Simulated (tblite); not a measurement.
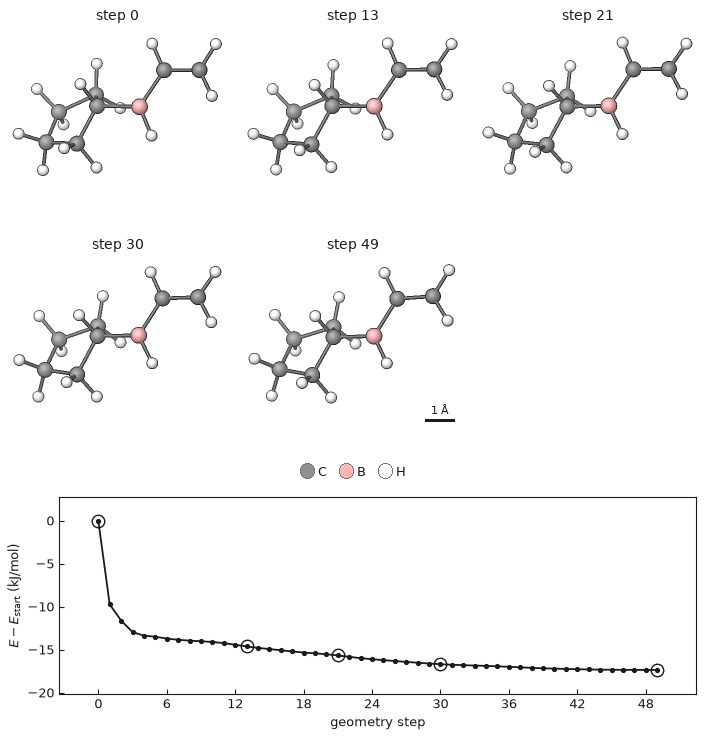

Frames of a relaxation of C7H13B, marked on the history of the run. A ball-and-stick model, seen from a free direction.

Computed with GFN2-xTB geometry optimisation, gas phase (tblite 0.8.0). 

**What happens along the run?**

The energy falls by 17.4 kJ/mol in 49 geometry steps. An H atom moves most after the best rigid fit: 0.31 Å. Largest moves by element: H 0.31 Å, C 0.15 Å, B 0.09 Å. Near-neighbour distances that change, for instance: B–C 1.610 → 1.578 Å, C–H 1.125 → 1.099 Å, C–C 1.508 → 1.532 Å, C–H 1.113 → 1.089 Å. Bond angles that change, for instance: H–C–H 119.5° → 115.7°, B–C–C 113.8° → 117.6°, C–C–C 105.0° → 101.4°. From step 0 to 13: an H atom moves most (0.08 Å), energy −14.6 kJ/mol. From step 13 to 21: an H atom moves most (0.09 Å), energy −1.04 kJ/mol. From step 21 to 30: an H atom moves most (0.10 Å), energy −1.02 kJ/mol. From step 30 to 49: an H atom moves most (0.10 Å), energy −0.67 kJ/mol.

```json
{"step": "0", "E − E(0), kJ/mol": "0.00"}
{"step": "1", "E − E(0), kJ/mol": "-9.74"}
{"step": "2", "E − E(0), kJ/mol": "-11.62"}
{"step": "3", "E − E(0), kJ/mol": "-12.95"}
{"step": "4", "E − E(0), kJ/mol": "-13.36"}
{"step": "5", "E − E(0), kJ/mol": "-13.50"}
{"step": "6", "E − E(0), kJ/mol": "-13.71"}
{"step": "7", "E − E(0), kJ/mol": "-13.85"}
{"step": "8", "E − E(0), kJ/mol": "-13.96"}
{"step": "9", "E − E(0), kJ/mol": "-14.02"}
{"step": "10", "E − E(0), kJ/mol": "-14.11"}
{"step": "12", "E − E(0), kJ/mol": "-14.43"}
{"step": "14", "E − E(0), kJ/mol": "-14.80"}
{"step": "16", "E − E(0), kJ/mol": "-15.07"}
{"step": "18", "E − E(0), kJ/mol": "-15.33"}
{"step": "20", "E − E(0), kJ/mol": "-15.53"}
{"step": "22", "E − E(0), kJ/mol": "-15.83"}
{"step": "24", "E − E(0), kJ/mol": "-16.11"}
{"step": "26", "E − E(0), kJ/mol": "-16.32"}
{"step": "28", "E − E(0), kJ/mol": "-16.53"}
{"step": "31", "E − E(0), kJ/mol": "-16.76"}
{"step": "33", "E − E(0), kJ/mol": "-16.85"}
{"step": "35", "E − E(0), kJ/mol": "-16.94"}
{"step": "37", "E − E(0), kJ/mol": "-17.06"}
{"step": "39", "E − E(0), kJ/mol": "-17.17"}
{"step": "41", "E − E(0), kJ/mol": "-17.24"}
{"step": "43", "E − E(0), kJ/mol": "-17.31"}
{"step": "45", "E − E(0), kJ/mol": "-17.34"}
{"step": "47", "E − E(0), kJ/mol": "-17.35"}
{"step": "49", "E − E(0), kJ/mol": "-17.36"}
```
